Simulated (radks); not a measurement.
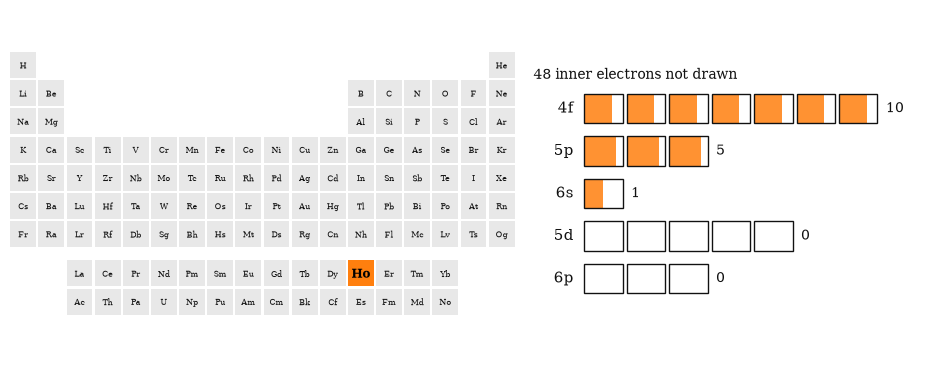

Left, the place of holmium in the periodic table; right, the outer shells as the input fills them: a box for each of the 2l + 1 orbitals, shaded by the share of the shell that is filled, with the electron count at the right.

## Atomic calculation for Ho³⁺

System: Ho³⁺ (Z = 67, 64 electrons) in the configuration [Kr] 4d10 4f10 5s2 5p5 6s1 (open shells shared over both j by 2j + 1).
Method: Dirac Kohn-Sham, PBEsol, spin-unpolarised, spherical densities, finite nucleus (the in-house radial solver radks).

## Input file
```
Z 67
configuration [Kr] 4d10 4f10 5s2 5p5 6s1 5d0 6p0
relativity Dirac
functional pbe_sol,pbe_sol
spin unpolarised
j_filling average
nucleus finite rms 5.2022 fm
c 137.035999084
```

Energies in input and log are in hartree, lengths in bohr (the nuclear radius in fm).

Hardware: 1 CPU thread, shared host.

## Log
```
1s1/2   1   2.0000       -2037.40222658
2s1/2   1   2.0000        -341.82785942
2p1/2   1   2.0000        -325.48359653
2p3/2   1   4.0000        -294.01258158
3s1/2   1   2.0000         -77.46689860
3p1/2   1   2.0000         -70.30341677
3p3/2   1   4.0000         -63.73153061
3d3/2   1   4.0000         -51.42349603
3d5/2   1   6.0000         -49.98714047
4s1/2   1   2.0000         -16.44842363
4p1/2   1   2.0000         -13.60227629
4p3/2   1   4.0000         -12.12228123
4d3/2   1   4.0000          -7.42940630
4d5/2   1   6.0000          -7.16007977
4f5/2   1   4.2857          -1.53011156
4f7/2   1   5.7143          -1.49110293
5s1/2   1   2.0000          -3.14176318
5p1/2   1   1.6667          -2.33436611
5p3/2   1   3.3333          -2.12191227
6s1/2   1   1.0000          -0.94029107
5d3/2   1   0.0000          -1.05882312
5d5/2   1   0.0000          -1.03734070
6p1/2   1   0.0000          -0.74274362
6p3/2   1   0.0000          -0.70535423
Etot -12620.335151352741
Ekin 13882.662525108572
Encl -31085.231862080374
Eh 4848.500895691515
Exc -266.26671007245295
err 1.1797831599443675e-08
it 15
```

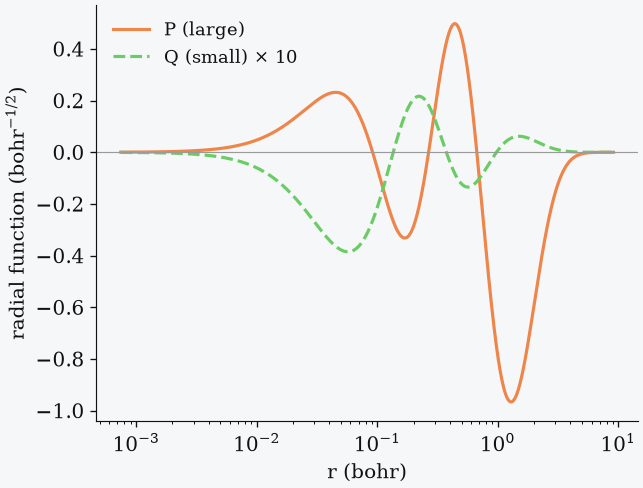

The large and small radial components of one occupied spinor. It is 5p3/2. The spinor has κ = −2: the large component has l = 1 and 3 radial nodes (r = 0.0916, 0.267 and 0.670 bohr), the small one has l = 2. The small component carries 0.023 % of the norm; ⟨r⟩ = 1.46 bohr and the eigenvalue is −57.7 eV. The nodes of P give n − l − 1 and its extent picks the shell; Q has as many nodes as P for κ < 0 and one more for κ > 0.

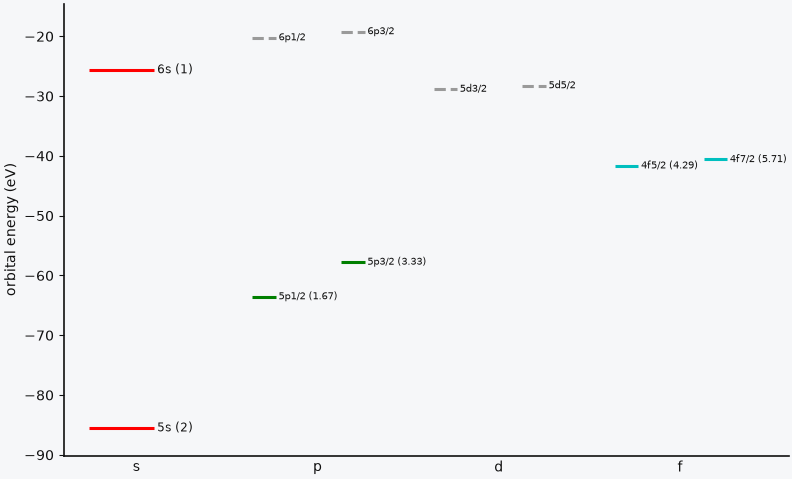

The outer levels are drawn by angular momentum (occupations in brackets, the lower j at the left of each column, empty levels dashed). The highest occupied level is 6s at −25.6 eV. The highest 5 occupied levels, from the top down, are 6s (−25.6 eV), 4f7/2 (−40.6 eV), 4f5/2 (−41.6 eV), 5p3/2 (−57.7 eV), 5p1/2 (−63.5 eV). The lowest empty level drawn is 5d3/2 at −28.8 eV, below the highest occupied one, so this filling isn't the aufbau one. Spin-orbit splittings: 6p 1.02 eV, 5d 0.585 eV, 4f 1.06 eV, 5p 5.78 eV. The order isn't aufbau: the empty 5d3/2 and 5d5/2 levels lie under the highest occupied one.

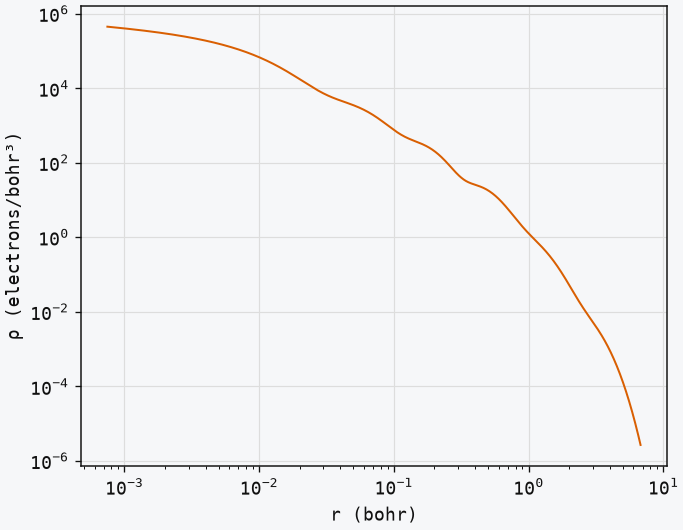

The electron density ρ(r) on a logarithmic scale. The density falls from 450000 electrons/bohr³ at the inner end (r = 0.00075 bohr) to 0.001 at r = 3.96 bohr, a common measure of the size of an atom or ion. The highest occupied orbital, 6s (⟨r⟩ = 2.91 bohr, −25.6 eV), is also the most diffuse and sets the fall-off far out: over the last part drawn ln ρ falls by 2.2 per bohr, against 2√(−2ε) = 2.7 for the pure exponential. The steps in the slope mark the shells; the radial density has its minima at 0.028, 0.12 and 0.35 bohr.

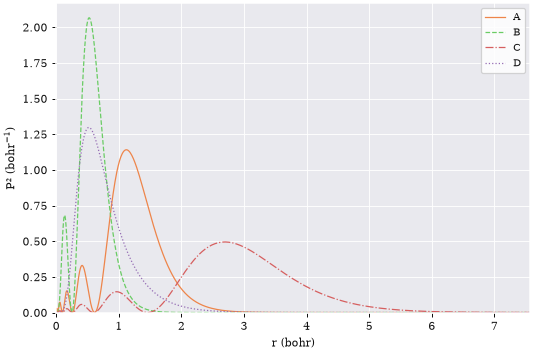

The radial probability densities P² (large components) of 4f7/2, 4d5/2, 6s and 5s. A is 5s; B is 4d5/2; C is 6s; D is 4f7/2. 4d5/2: outer maximum at 0.527 bohr, ⟨r⟩ = 0.599 bohr, 1 node, eigenvalue −194.8 eV; 4f7/2: outer maximum at 0.522 bohr, ⟨r⟩ = 0.779 bohr, 0 nodes, eigenvalue −40.6 eV; 5s: outer maximum at 1.12 bohr, ⟨r⟩ = 1.24 bohr, 4 nodes, eigenvalue −85.5 eV; 6s: outer maximum at 2.69 bohr, ⟨r⟩ = 2.91 bohr, 5 nodes, eigenvalue −25.6 eV. The innermost lobes are too small to be seen at this scale.

## Key numbers

```tsv
quantity	value
outcome	converged
total energy	−12620.3352 hartree
kinetic energy	13882.6625 hartree
electron–nucleus energy	−31085.2319 hartree
Hartree energy	4848.5009 hartree
exchange–correlation energy	−266.266710 hartree
radius at density 0.001 e/bohr³	3.96 bohr
SCF iterations	15
```
